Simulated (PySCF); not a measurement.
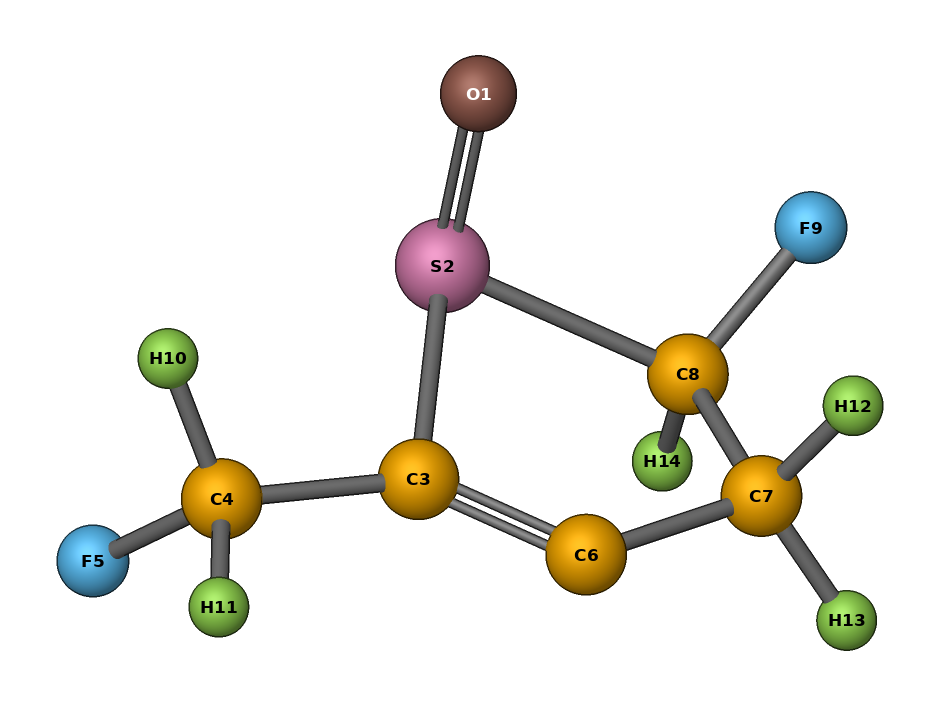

The questions are on Mulliken spin populations. Charge 0, doublet. Computed geometry: GFN2-xTB optimisation. No frequency run is at hand to confirm it as a minimum. Properties computed with UKS B3LYP, pcH-1 on C F H O S, non-relativistic (PySCF 2.14.0).

Which atom carries the largest spin population?

Answer. C6 (0.79 e).

Which atom has the lowest spin population?

Answer. C3 (−0.17 e); a negative value comes from spin polarisation.

List the Mulliken spin populations.

| atom | value (e) |
| --- | --- |
| O1 | 0.15 |
| S2 | 0.18 |
| C3 | −0.17 |
| C4 | 0.02 |
| F5 | 0.00 |
| C6 | 0.79 |
| C7 | −0.02 |
| C8 | 0.04 |
| F9 | 0.01 |
| H10 | 0.00 |
| H11 | 0.00 |
| H12 | 0.00 |
| H13 | 0.00 |
| H14 | 0.00 |

Mulliken values depend strongly on the basis set.
